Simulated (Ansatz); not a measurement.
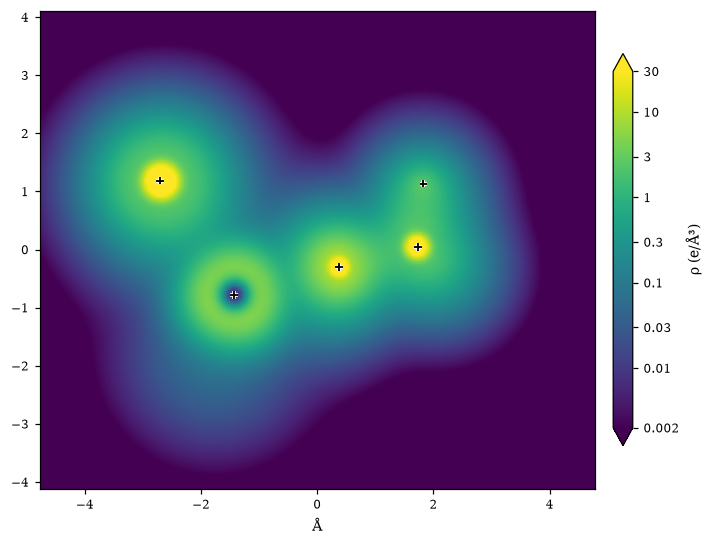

The electron density on a plane through atoms (crosses mark nuclei in the plane).

Method: Ansatz, RKS PBE0-D4/def2-TZVPP.

Candidates:
A. C4H2Cl2Hf (SMILES C#[C][Hf]([Cl])([Cl])[C]#C)
B. CH3Cl3OZr (SMILES C[O][Zr]([Cl])([Cl])[Cl])
C. C3H8OZn (SMILES C[CH](C)[Zn][OH])

**Which candidate gave the map?**

Candidate B: CH3Cl3OZr on the plane of atoms O2, Zr3 and Cl5, which holds C, O, Zr, Cl and H. C–O (1.40 Å): ρ at the midpoint is about 2.1 e/Å³, with its minimum of 1.7 e/Å³ about 0.5 Å from C. Zr–O (1.87 Å): the density is about 1 e/Å³ at the midpoint.
